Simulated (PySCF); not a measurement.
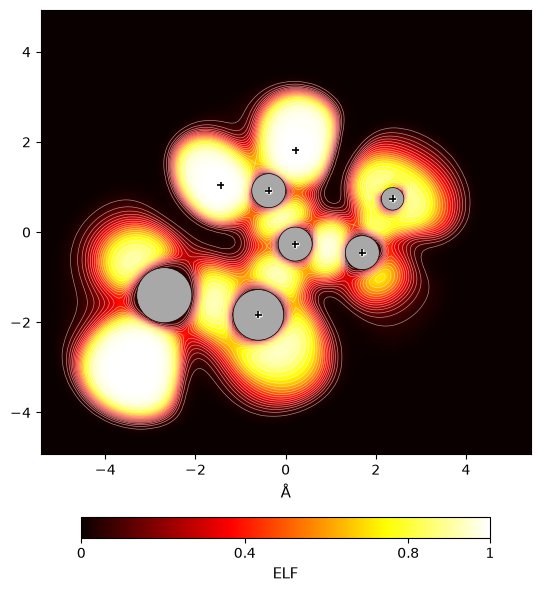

The ELF on a plane through atoms (crosses mark nuclei in the plane; grey discs cover the cores).

Theory: PySCF 2.14.0, wB97X-D/def2-SVPD, SCF density, gas phase.

Candidates:
A. C$_{3}$H$_{6}$SSi (SMILES C=C1C[SiH2]S1)
B. C$_{3}$H$_{7}$FSSi (SMILES C=C(CF)S[SiH3])
C. C$_{3}$H$_{9}$BSSi (SMILES C=C(C)SB[SiH3])

Question: Which system is this?

Answer: Candidate B: C$_{3}$H$_{7}$FSSi on the plane of atoms C2, C1 and H8, which holds C, F, S and H. C–C (1.32 Å): the ELF peaks at about 0.90 between the atoms: a short, multiple covalent bond. C–F (1.37 Å): the ELF peaks at about 0.85 between the atoms: a polar covalent bond.
